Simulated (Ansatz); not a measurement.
**Mo2NO2 monolayer: phonons and vibrational spectra**

Wanted: vibrations and spectra of Mo2NO2 monolayer; the cell is already relaxed. After the zone centre comes a 4×4×1 q mesh on a 20×20×1 k mesh.

Program: Ansatz 0.2.0. Level of theory: DFT PBEsol, scalar-relativistic, plane waves, PAW; PAW set soft_1. Results are calculated unless marked as measured.

### 1. The starting structure

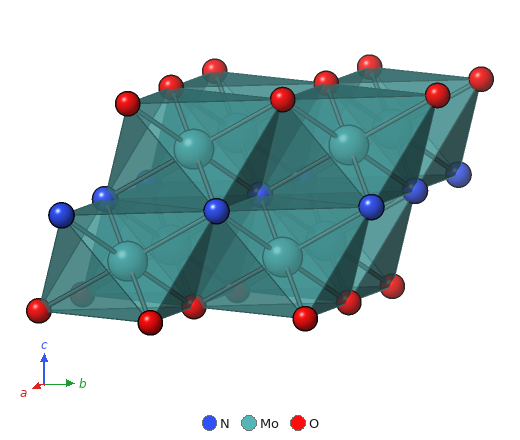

The starting structure, seen slightly off an axis (nitrogen blue, molybdenum teal, oxygen red). 2×2×1 cells are drawn. Some periodic images of atoms are drawn too.

The cell holds 5 atoms: 1 N, 2 Mo and 2 O. Its edges and angles: a = 3.128 Å, b = 3.128 Å, c = 32.600 Å, α = 90.0°, β = 90.0°, γ = 120.0°. Vacuum lies along c.

Structure file:

```cif
data_structure
_symmetry_space_group_name_H-M 'P 1'
_symmetry_Int_Tables_number 1
_cell_length_a 3.1276
_cell_length_b 3.1276
_cell_length_c 32.6000
_cell_angle_alpha 90.000
_cell_angle_beta 90.000
_cell_angle_gamma 120.000
_cell_volume 276.17
loop_
_atom_site_label
_atom_site_type_symbol
_atom_site_fract_x
_atom_site_fract_y
_atom_site_fract_z
_atom_site_occupancy
N1 N 0.00000 0.00000 0.30675 1
Mo2 Mo 0.33333 0.66667 0.33852 1
Mo3 Mo 0.66667 0.33333 0.27497 1
O4 O 0.66667 0.33333 0.37003 1
O5 O 0.33333 0.66667 0.24347 1
```

### 2. Linear response at the zone centre

The cell comes from relaxations at this level that are not shown. The zone centre comes first: it holds the modes that light can see, as far as symmetry allows. No field response is asked, since the mesh shows no gap.

input.yaml

```yaml
crystal:
  lattice:
    - [3.1275982884, 0.0, 0.0]
    - [-1.5637991442, 2.7085795706, 0.0]
    - [0.0, 0.0, 32.6]
  atoms:
    - { symbol: "N", position: [0.0, 0.0, 0.3067484663] }
    - { symbol: Mo, position: [0.3333333333, 0.6666666667, 0.3385219659] }
    - { symbol: Mo, position: [0.6666666667, 0.3333333333, 0.2749749666] }
    - { symbol: O, position: [0.6666666667, 0.3333333333, 0.3700275879] }
    - { symbol: O, position: [0.3333333333, 0.6666666667, 0.2434693446] }
  periodic: [true, true, false]
kpoints:
  mp_grid: { grid: [18, 18, 1] }
hamiltonian:
  xc: pbesol
  pseudopotentials: { kind: paw, azcp: { folder: soft_1 }, xc_functional: pbe }
scf:
  occupations: { method: methfessel_paxton, width: 0.2 }
output:
  eigenvalues: true
phonons:
  method: dfpt
```

The run is started by

```bash
$ ansatz run input.yaml --threads 8 --pin off --max-ram 16384MiB --backend cpu --events-out ev --progress --plain --runs-dir out
```

The runs that follow: phonons on a q mesh; another isotope, element Mo, natural mass 95.95 amu; another isotope, element N, natural mass 14.007 amu; another isotope, element O, natural mass 15.999 amu. Settings of the main run: cutoff 420 eV, 20×20×1 k-mesh, 4×4×1 q-mesh, Methfessel-Paxton occupations, smearing width 0.2 eV, PAW set soft 1.

Q: Predict the highest optical mode at the zone centre, lowest optical zone-centre mode and lowest mode on the q mesh.

Modes are clearly imaginary (beyond 10i cm⁻¹) at 3 of the 4 irreducible wavevectors, most at q = (0, 0.25, 0) (164.2i cm⁻¹), so this structure is not a minimum of the energy. The optical modes at Γ span 151 to 685 cm⁻¹. The highest mode in this list at Γ, 685.3 cm⁻¹, is mostly motion of N (94 % of the kinetic energy).

* electronic character: no gap on this mesh
* highest optical mode at the zone centre (no LO-TO term): 685 cm⁻¹
* lowest optical zone-centre mode: 151 cm⁻¹
* lowest mode on the q mesh (acoustic modes at Γ apart): -164 cm⁻¹
* highest frequency on the path or at a solved wavevector: 720 cm⁻¹
* imaginary modes on the 4×4×1 q mesh: yes

With no gap, or one that is small against the smearing, the frequencies hang on the k mesh and the smearing, most of all near Kohn anomalies. The phonon runs are without spin polarisation, although the cell has an odd electron count. In a sheet or slab the interpolated bending branch near Γ is rough, since the rotational sum rule isn't imposed. The PAW files were made for PBE and serve the other functionals too. A phonon run warned that its eigensolver left some bands unconverged in a pass. The starting cell was built on a prototype and not taken from a measurement. These are harmonic frequencies at zero temperature: anharmonic shifts, linewidths and thermal expansion are left out.

[Logs are printed without paths, hosts, clocks, repeated set-up lines and the standing remarks that a program may print on its own settings, such as how far it seeks lower states.]

[Hosts, paths, dates, database ids (printed as entryN), source tags and the programs' standing remarks are cut or masked in the printed files.]
